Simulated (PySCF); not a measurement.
## Excited-state calculation, with input and output: GeNH4Br

System: GeNH4Br, SMILES [NH2][GeH2][Br].
Method: TDDFT PBE0/def2-SVPD, vertical, gas phase, core orbitals frozen in the response (PySCF 2.14.0).

The geometry comes from this level: PBE0-D3(BJ)/def2-SVP. It belongs to a series of runs on one base structure; here: H on Ge replaced by Br.

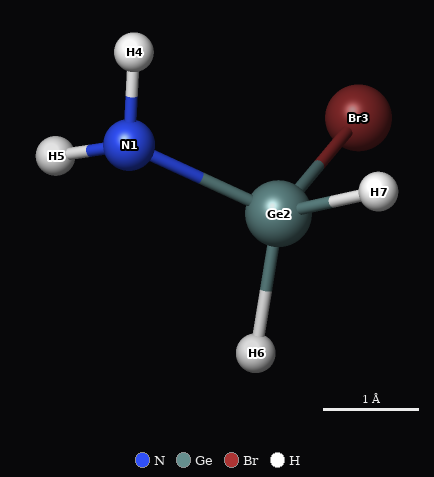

The structure as given in the input (ball-and-stick view, seen at a tilt; atoms are numbered from 1 in the order of the input). Sticks mark near contacts. Bond lengths as drawn: Br–Ge 2.33 Å, Ge–H 1.53 Å, Ge–N 1.82 Å and H–N 1.02 Å.

Key numbers

| quantity | value |
| --- | --- |
| outcome | converged |
| total energy | −4707.141089 hartree |
| HOMO | −7.86 eV |
| LUMO | −0.39 eV |
| dipole moment | 1.73 D |
| mean polarisability | 62.68 a.u. |
| vertical ionisation energy | 9.93 eV |
| lowest singlet excitation | 6.28 eV |
| hardware | 1 CPU thread, shared host |
| wall time | 2.5 min |
| peak memory | 0.57 GiB |

Spin–orbit coupling is left out, which matters for the heavy atoms.

Input file
```
{"job": {"kind": "uv", "xc": "PBE0", "basis": "def2-SVPD", "ip": true, "dynamic": true}, "charge": 0, "multiplicity": 1}
N     -1.177646     0.238226    -0.014469
Ge     0.497619    -0.462381     0.000677
Br     2.166333     1.167229    -0.011693
H     -1.419553     0.791172     0.803842
H     -1.412513     0.768539    -0.849742
H      0.694928    -1.279925    -1.279615
H      0.687763    -1.247230     1.302219
```

The first line tells a small driver script what to run in PySCF; the rest is the geometry in Å.

Launched with:
```bash
OMP_NUM_THREADS=1 python <driver script> task.json out
```

Output
```
coarse grid: 29760 points
cycle   1  E = -4707.0918307673  dE = -1.584e+00  |g| = 5.337e-01  |ddm| = 3.019e+00
cycle   2  E = -4707.0459893510  dE =  4.584e-02  |g| = 7.205e-01  |ddm| = 1.808e+00
cycle   3  E = -4707.1398847615  dE = -9.390e-02  |g| = 7.397e-02  |ddm| = 1.080e+00
cycle   4  E = -4707.1410615359  dE = -1.177e-03  |g| = 2.814e-02  |ddm| = 1.557e-01
cycle   5  E = -4707.1412017206  dE = -1.402e-04  |g| = 3.745e-03  |ddm| = 3.136e-02
cycle   6  E = -4707.1412041059  dE = -2.385e-06  |g| = 8.993e-04  |ddm| = 1.003e-02
final grid: 58592 points
cycle   7  E = -4707.1410887010  dE =  5.002e-08  |g| = 1.097e-03  |ddm| = 3.353e-03
cycle   8  E = -4707.1410884631  dE =  2.379e-07  |g| = 1.508e-03  |ddm| = 3.487e-03
cycle   9  E = -4707.1410890570  dE = -5.939e-07  |g| = 1.458e-04  |ddm| = 2.009e-03
cycle  10  E = -4707.1410890621  dE = -5.110e-09  |g| = 3.193e-05  |ddm| = 2.516e-04
cycle  11  E = -4707.1410890624  dE = -2.046e-10  |g| = 2.731e-06  |ddm| = 3.913e-05
```

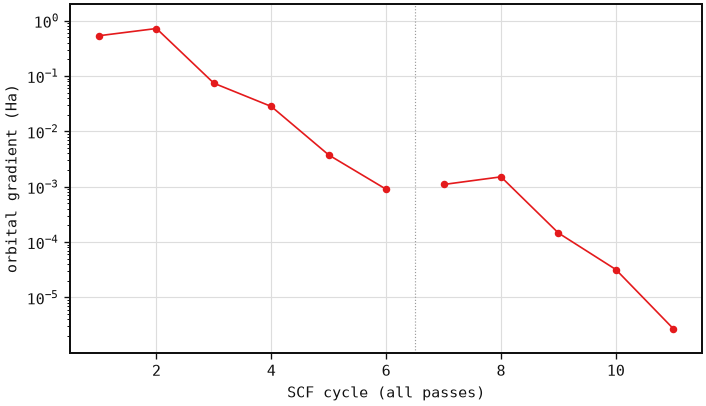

Convergence of the self-consistent field: orbital gradient against the SCF cycle. The dotted line marks the change from a coarse to the final integration grid. The first 6 cycles use a coarse grid, the final grid takes over at cycle 7, and the field converges after 11 cycles in all.

```
converged SCF energy = -4707.1410890624

Static polarisability (au): isotropic 62.685, principal 54.214 57.595 76.247

Singlet excitations
state   eV       nm        f      main configurations
  1   6.2848    197.3   0.03234   H->L 0.84, H-2->L 0.12
  2   6.3177    196.2   0.01953   H-1->L 0.97
  3   6.5647    188.9   0.03345   H->L+1 0.83, H-2->L 0.11
  4   6.9173    179.2   0.15725   H-2->L 0.66, H-2->L+1 0.12, H->L 0.12
  5   6.9956    177.2   0.00155   H-1->L+1 0.97
  6   7.3282    169.2   0.05746   H->L+2 0.55, H-2->L+1 0.31
  7   7.4232    167.0   0.00774   H-2->L+1 0.52, H->L+2 0.39
  8   7.6166    162.8   0.00836   H-1->L+2 0.98
  9   7.9450    156.1   0.00285   H->L+3 0.60, H-2->L+2 0.33
 10   8.0728    153.6   0.01613   H-2->L+2 0.60, H->L+3 0.30

Triplet excitations (Tamm-Dancoff, eV): 5.6381 5.8371 6.1487 6.2683
Vertical ionisation energy (delta-SCF) = 9.9285 eV
```

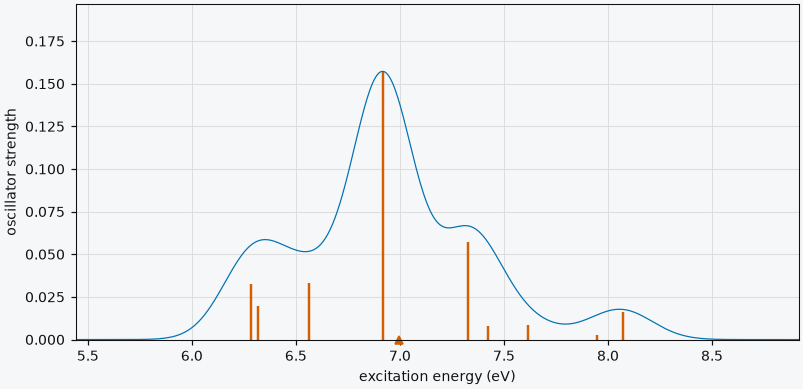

Computed excitations as sticks (degenerate states added up, dark ones marked on the axis), with a Gaussian envelope of 0.35 eV full width at half maximum, scaled to the tallest. Of the 10 states the lowest lies at 6.28 eV (f = 0.032); the strongest line is at 6.92 eV, or 179 nm (f = 0.157).

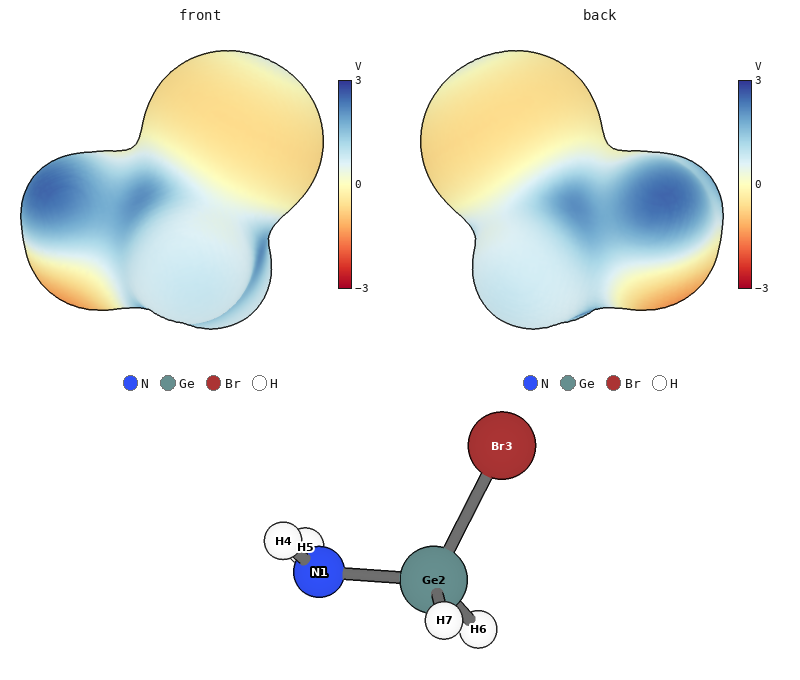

The electrostatic potential painted on the density surface at 0.004 e/bohr³, seen at a tilt and from behind; the colour scale runs from red (negative) to blue (positive). The bare structure is drawn below in the same view. Its dipole moment is 1.73 D.

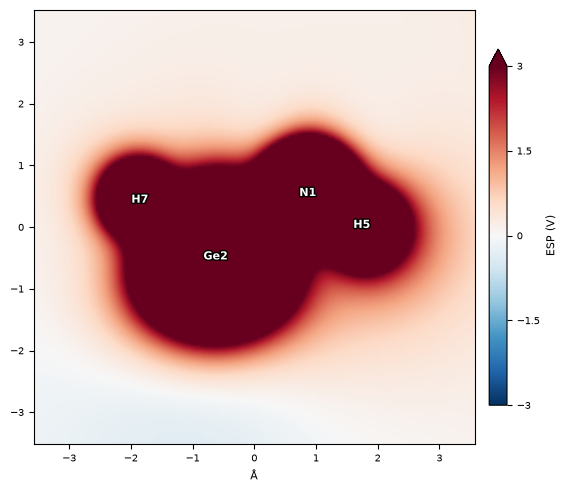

Electrostatic potential on the plane of atoms N1, Ge2 and H7. The plane passes through N, Ge and H nuclei.

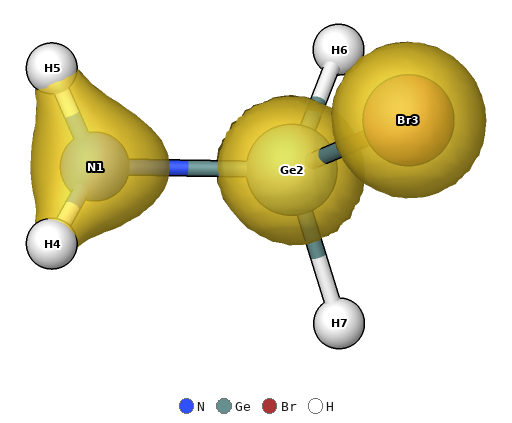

Isosurface of the total electron density at 1.5 e/Å³ (yellow), seen from the side. At this value the surface falls into five separate pieces. It is pinched off along the Ge–N (1.82 Å), Ge–Br (2.33 Å) and Ge–H (1.53 Å) contacts. On the grid the lowest density along these lines, outside the cores, is 0.97 e/Å³ (Ge–N, 1.82 Å), 0.57 e/Å³ (Ge–Br, 2.33 Å), 2.2 e/Å³ (N–H, 1.02 Å) and 0.92 e/Å³ (Ge–H, 1.53 Å).
